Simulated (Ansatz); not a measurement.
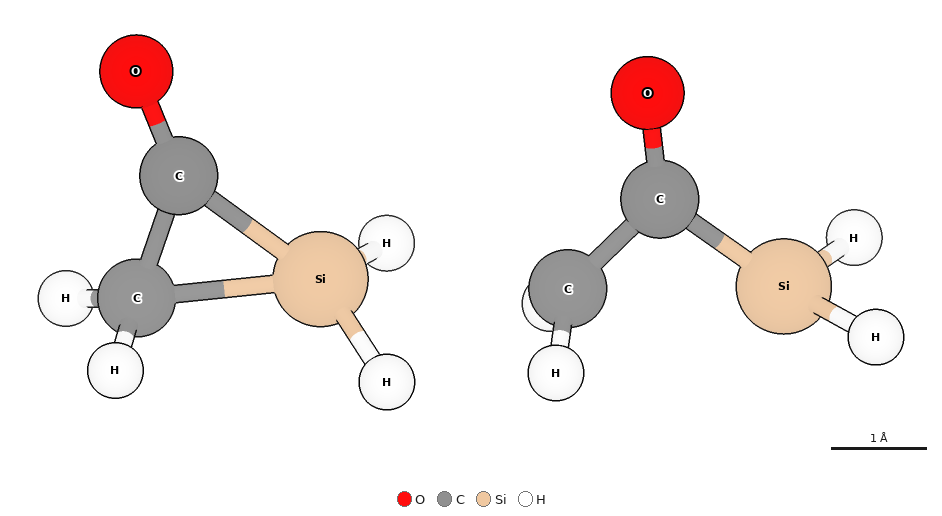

Two geometries of C2H4OSi, drawn at one scale. One is the start of a relaxation, the other its converged end. Style: ball-and-stick. Shown at a tilt.

All numbers below come from Ansatz, RKS revPBE-D4/def2-SVP. Settings: no spin polarisation; force threshold 0.015 eV/Å; at most 40 steps.

> Which one is relaxed?

The left one is the relaxed one. The run prepares an end point of a later path (torsion) calculation, from a guessed geometry. After 14 accepted moves (15 points after the start) the energy has fallen by 49.8 kcal/mol. The largest force component goes from 5.1 to 0.0037 eV/Å. The line search rejected the trial step at point 14 of the run. An H atom moves most after the best rigid fit: 0.52 Å. By element the largest moves are H 0.52 Å, O 0.49 Å, C 0.45 Å, Si 0.13 Å. Near-neighbour distances that change, for instance: C–Si 2.282 → 1.946 Å, C–Si 1.683 → 1.938 Å, C–C 1.395 → 1.491 Å, C–H 1.069 → 1.111 Å. Bond angles that change, for instance: C–C–Si 95.3° → 67.7°, O–C–Si 134.6° → 148.6°, C–C–H 120.5° → 111.6°. Cost: 37 s on 1 thread of Arm Neoverse V1, on a shared host, peak memory 0.14 GiB.
